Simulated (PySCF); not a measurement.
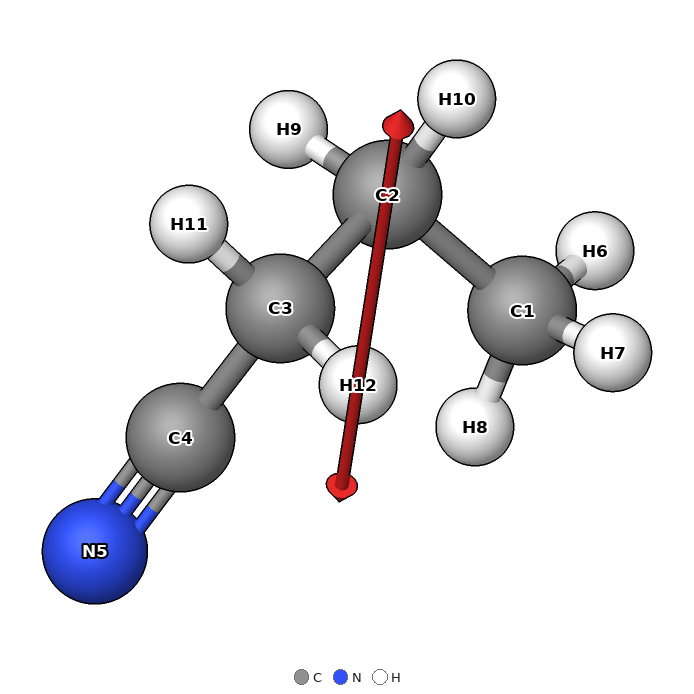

The double arrow shows the direction of the transition dipole to excited singlet state 4 (its length means nothing). Geometry: a frame of a GFN2-xTB molecular-dynamics simulation, not a minimum. Properties computed with TDDFT PBE0/def2-SVPD, vertical, gas phase, core orbitals frozen in the response (PySCF 2.14.0).

Where does the transition lie, and how strong is it?

Answer. 8.70 eV (143 nm), oscillator strength 0.021, of mixed character, with the largest part HOMO−2 → LUMO (weight 0.27); transition dipole 0.81 D.
